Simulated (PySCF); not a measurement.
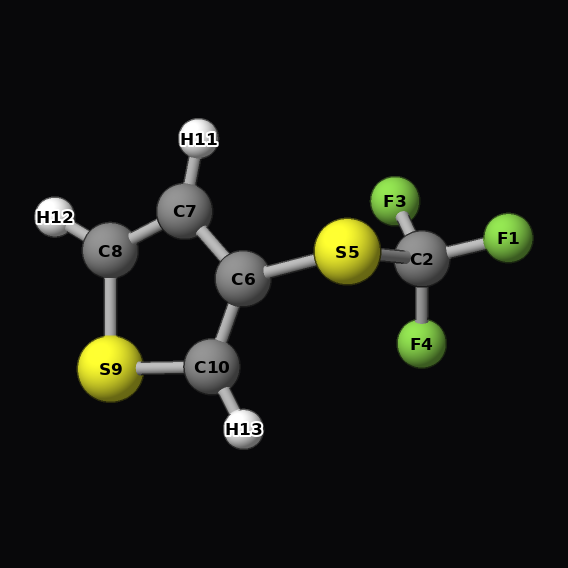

Geometry: an end point of a reaction path computed with GFN2-xTB. Properties computed with GIAO PBE0/pcSseg-1 NMR shielding, non-relativistic, gas phase (PySCF 2.14.0). Principal shieldings σ11 ≤ σ22 ≤ σ33, span Ω = σ33 − σ11, skew κ = 3(σiso − σ22)/Ω.

Question. Which S atom has the most anisotropic shielding?

Answer. S5, with a span of 494 ppm.

Give the shielding tensors of the S atoms.

```csv
atom,σ11,σ22,σ33,σiso,Ω,κ
S5,171.9,327.3,665.6,388.3,493.7,0.37
S9,116.5,249.3,400.4,255.4,283.9,0.06
```

Shieldings and span in ppm.
